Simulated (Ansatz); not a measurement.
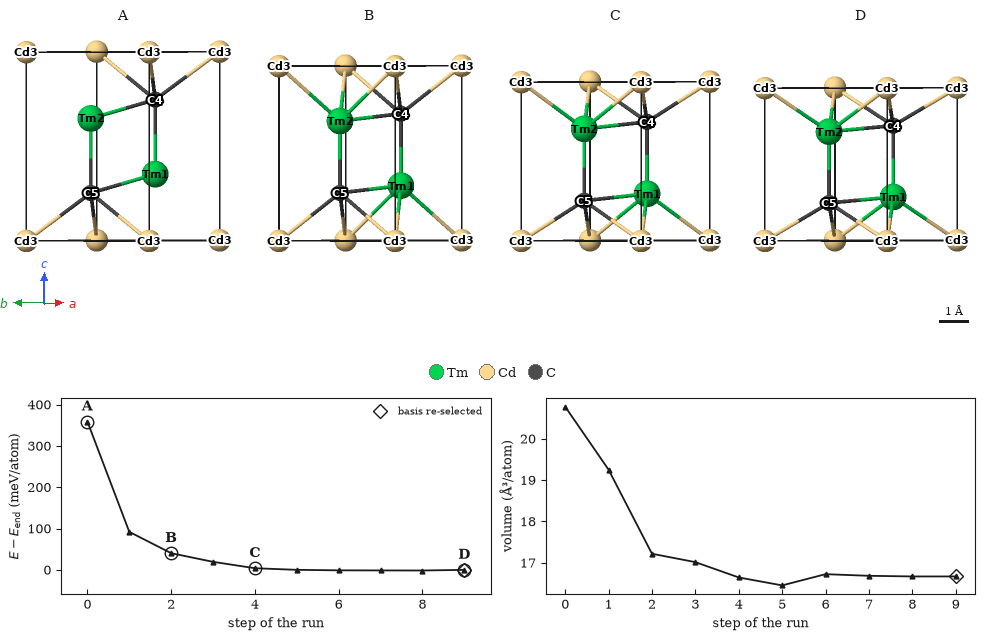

Frames of a relaxation of a crystal of Tm₂CdC₂ (a generated structure, set up in P-3m1) (coarse preliminary run), marked on the history of the run. A ball-and-stick model of the cell of the calculation, seen from a free direction.

Computed with DFT PBE, scalar-relativistic, plane waves, PAW; 4f electrons in the core of a trivalent norm-conserving potential in Ansatz. Set-up: plane-wave cutoff 690 eV; k-point mesh 6 × 6 × 4; occupations gaussian; smearing width 0.1 eV; no spin polarisation; cell and atoms relaxed; force threshold 0.04 eV/Å; at most 70 steps.

> What happens along the run?

The largest moves relative to the cell, 0.35 Å, are those of Tm1 and Tm2. Tm2 goes along +c. Largest moves by element: Tm 0.35 Å, C 0.03 Å. Cd stays in place. The drawn cell changes as follows: a = b 4.279 → 4.261 Å (−0.4 %), c 6.551 → 5.302 Å (−19.1 %); the volume changes by −19.8 %. Among the contacts that change: Tm1–C4 3.963 → 2.827 Å, Tm1–Cd3 3.379 → 2.889 Å, Tm1–Tm2 3.141 → 3.348 Å, Cd3–C4 2.975 → 2.788 Å. New bonds form, among them: Tm1–C4 (3.96 → 2.83 Å), Tm2–C5 (3.96 → 2.83 Å). Among the angles between lasting bonds that change: Tm1–C5–Tm2 75.3° → 85.3°, C4–Tm1–C5 104.7° → 94.7°, C5–Tm1–C5 113.8° → 119.3°. The space group stays P-3m1 (No. 164). After 8 accepted moves (9 points after the start) the energy has fallen by 359 meV per atom. Largest force component: 2.5 eV/Å at the start, 0.0055 eV/Å at the end. Pressure: −11.65 GPa at the start and −0.09 GPa at the end. The SCF was repeated once at an unchanged geometry on a basis and grid sized afresh for the cell, which shifted the energy by 1.5 meV per atom at most. From step 0 to 2: Tm atoms move most (0.23 Å), volume −17.1 %, energy −319 meV per atom. From step 2 to 4: C atoms move most (0.12 Å), volume −3.3 %, energy −36.4 meV per atom. From step 4 to 9: Tm atoms move most (0.05 Å), volume +0.1 %, energy −4.0 meV per atom.

```tsv
step	E − E(0), meV/atom	largest force component, eV/Å	pressure, GPa	volume, Å³/atom	note
0	0.00	2.4878	-11.65	20.774	
1	-266.90	0.5222	-7.16	19.251	
2	-318.54	0.2873	2.14	17.219	
3	-339.49	0.1026	0.87	17.016	
4	-354.93	0.1154	1.09	16.645	
5	-358.86	0.0266	1.44	16.454	
6	-360.06	0.1071	-0.19	16.725	
7	-360.28	0.0984	-0.05	16.685	
8	-360.46	0.0059	0.06	16.670	
9	-358.92	0.0055	-0.09	16.670	same geometry, new basis
```
